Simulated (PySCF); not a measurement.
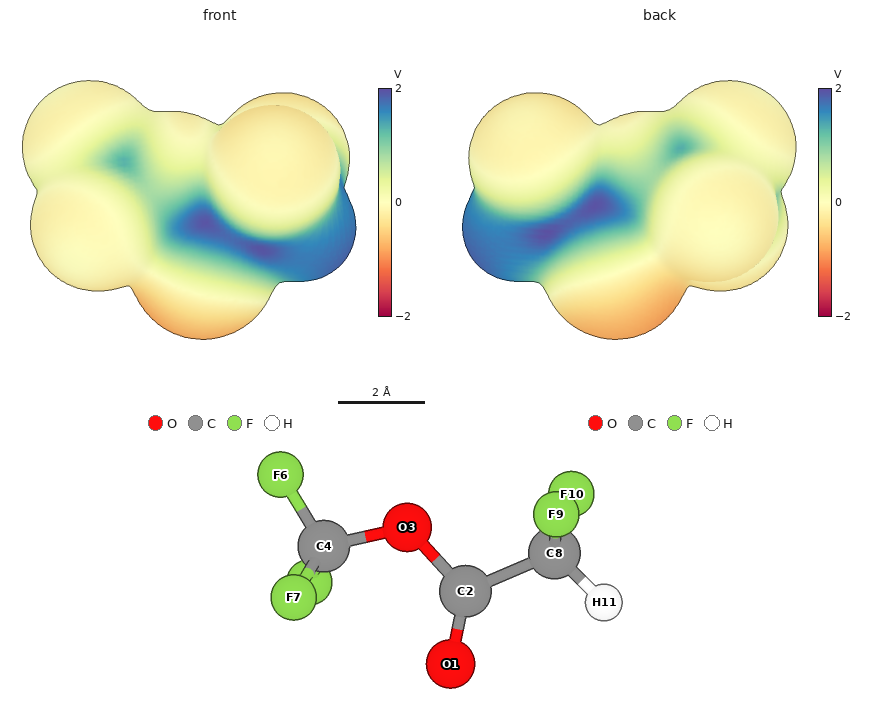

Figure. C3HF5O2 (SMILES O=C(OC(F)(F)F)C(F)F). The electrostatic potential painted on the density surface at 0.002 e/bohr³, seen from the front and from behind; the colour scale runs from red (negative) to blue (positive). The bare structure is drawn below in the same view.

Geometry: GFN2-xTB.

The calculation used PySCF 2.14.0, PBE0/def2-SVPD, SCF density, gas phase.

```xyz
11

O     0.0242   -1.6736    0.1454
C     0.3811   -0.5481    0.0682
O    -0.4307    0.5350   -0.0835
C    -1.7765    0.3529   -0.1505
F    -2.1331   -0.4179   -1.1693
F    -2.3403    1.5348   -0.3147
F    -2.2686   -0.1880    0.9564
C     1.8486   -0.0658    0.1243
F     2.0125    0.7706    1.1656
F     2.1459    0.6172   -0.9960
H     2.5421   -0.9145    0.2283
```

Question: Describe the electrostatic potential map.

Answer: The most negative region (about −0.8 V, or −18 kcal/mol for a unit charge) lies over O1, the most positive (about +1.9 V, or +44 kcal/mol for a unit charge) over C2 and C8.

Question: What dipole moment does the calculation give?

Answer: Its dipole moment is 1.38 D.
